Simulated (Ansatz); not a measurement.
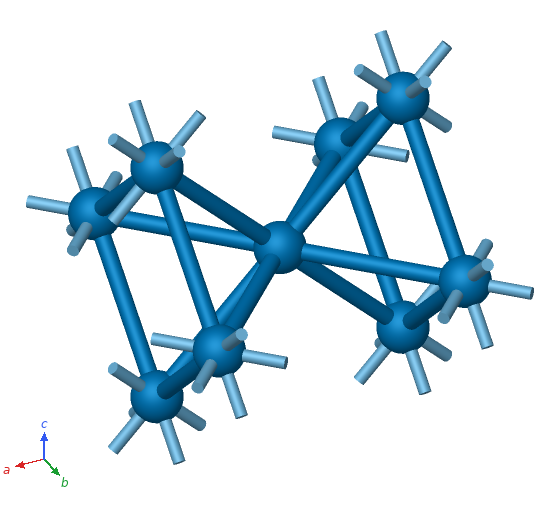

The picture shows a finite piece of the underlying net of a crystal structure, nodes on the atoms' positions. Nodes are coloured by topological kind. Short stubs are edges that leave the cut-out.

Question: Classify the net: periodicity, connectivity, name.

Answer: A uninodal 8-connected, three-periodic net. It is the reo net, known from the oxygen array of ReO3.

Question: Give point symbol and coordination sequence.

Answer: 3^8.4^8.5^8.6^4, sequence 8, 30, 68, 126, 180, 286.

Origin of the net. System SrFe₃ (space group Pm-3m, No. 221); source of the atomic positions: the input geometry of an electronic-structure calculation (not necessarily at equilibrium); the starting structure was generated, so it need not be a known form of this composition. Bonds are taken as Fe–Fe below 3.2 Å; Sr is left out of the net, as the electropositive filling of the structure; no other contact counts. Simplification: prune 0- and 1-connected atoms, fold 2-connected ones into links. Fe is an 8-connected node.
